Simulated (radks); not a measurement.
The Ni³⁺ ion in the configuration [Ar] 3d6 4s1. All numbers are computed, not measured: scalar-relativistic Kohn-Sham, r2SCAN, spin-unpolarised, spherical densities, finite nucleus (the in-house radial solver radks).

```
Z 28
configuration [Ar] 3d6 4s1
relativity scalar-relativistic
functional r2scan,r2scan
spin unpolarised
nucleus finite rms 3.7757 fm
c 137.035999084
```

Wanted: the number of electrons inside radius r (solid) and the radial density 4πr²ρ (dashed).

The count levels off at 25 electrons. Half of them lie within 0.502 bohr, 90 % within 1.22 bohr and 99 % within 2.55 bohr. The radial density has minima at 0.0812 and 0.396 bohr, where the count stands at 2.1 and 10.7; these part the shells that the density resolves.

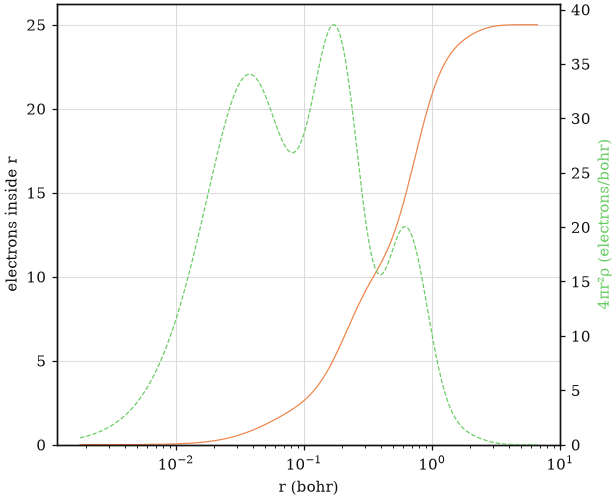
